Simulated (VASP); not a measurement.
Band structure of Ca$_{2}$H$_{3}$Br (space group P-3m1). Level of theory: PBEsol GGA, VASP's PBE PAW potentials (set 64) (plane waves; VASP).

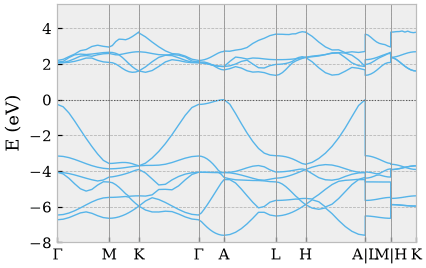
Fig. 1. Bands along high-symmetry lines, zero at the valence-band maximum or, without a gap, the Fermi level

Read the plot: is there a gap, and where are the band edges?

The gap is indirect, 1.36 eV, from the valence maximum at A to the conduction minimum at L. (Edges off the drawn lines would not show.)

The structure comes from a computed database's Ca2H3Br entry (P-3m1); how it stands against other phases isn't given here. It was relaxed first.
